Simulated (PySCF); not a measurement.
**CH$_{8}$F$_{2}$N$_{2}$Si$_{2}$: density, localisation and related maps**

Input

```
{"job": {"kind": "nmr", "xc": "PBE0", "basis": "pcSseg-1"}, "charge": 0, "multiplicity": 1}
N     -2.749293     1.129486    -0.380018
Si    -1.843349    -0.312496    -0.195383
F     -2.282518    -1.220356    -1.450686
N     -0.179565     0.135860    -0.276866
Si     1.180807    -0.916214    -0.194330
C      2.709535     0.233654    -0.101115
F      2.730328     1.097712    -1.181565
H     -2.614504     1.888098     0.266206
H     -3.720569     1.051271    -0.632137
H     -2.039538    -1.182669     0.950289
H     -0.004040     1.041358    -0.685495
H      1.115732    -1.679975     1.053858
H      1.326583    -1.799321    -1.354486
H      3.646848    -0.323744    -0.135699
H      2.719131     0.865325     0.789859
```

Command:

```sh
OMP_NUM_THREADS=1 python probes_run.py task.json out
```

Geometry: GFN2-xTB.

All numbers below come from PBE0/pcSseg-1, SCF density, gas phase, non-relativistic in PySCF.

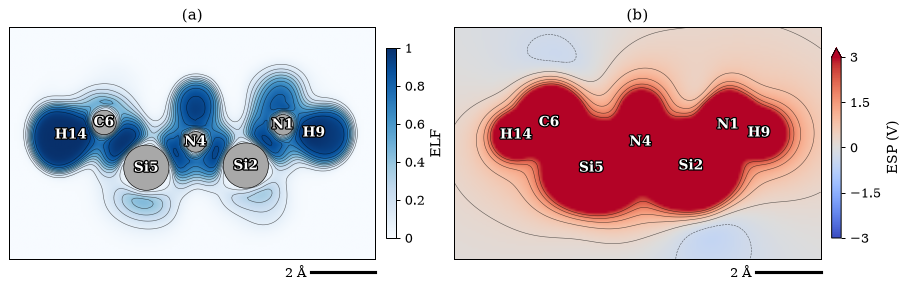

Figure 1. (a) ELF; (b) molecular electrostatic potential on the plane of atoms N4, Si5 and C6. Grey discs cover the atomic cores in the ELF map.

> Interpret the plot.

The section cuts through N, Si, C and H sites.
Si–N (1.71 Å): the ELF peaks at about 0.90 between the atoms: a shared but strongly polarised pair.
C–Si (1.92 Å): the ELF peaks at about 1 between the atoms, as expected for localised, covalent bonding.
N–H (1.01 Å): the ELF climbs to about 1 towards the hydrogen, as it does in any bond to H: a covalent bond by its length.
C–H (1.09 Å): the ELF climbs to about 1 towards the hydrogen: an ordinary covalent bond to hydrogen.
Outside the dense part of the molecule the potential is most negative (−0.5 V) near F3, which lies off the plane.

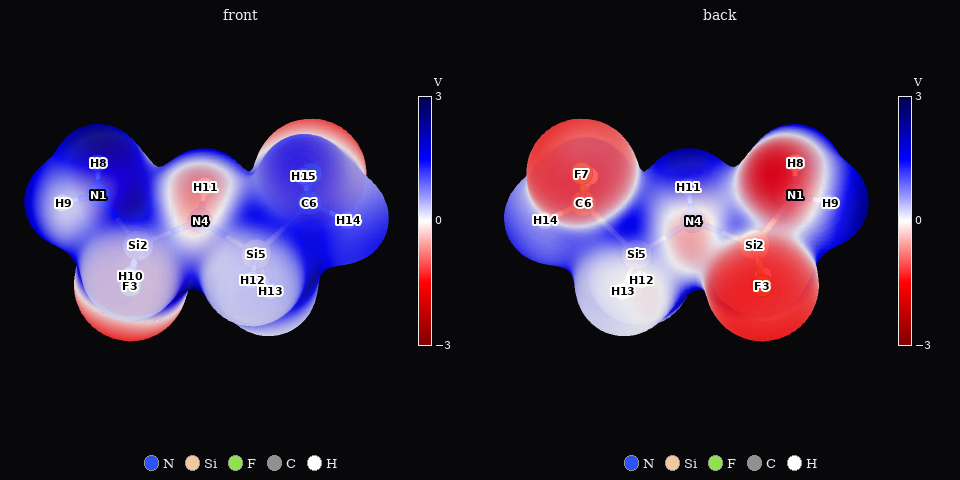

Figure 2. The electrostatic potential painted on the density surface at 0.004 e/bohr³, seen from the front and from behind; the colour scale runs from red (negative) to blue (positive).

> Describe the electrostatic potential map.

The most negative region (about −1.4 V) lies over N1 and F3, the most positive (about +2.5 V) over Si2 and Si5.

> What dipole moment does the calculation give?

Its dipole moment is 2.89 D.
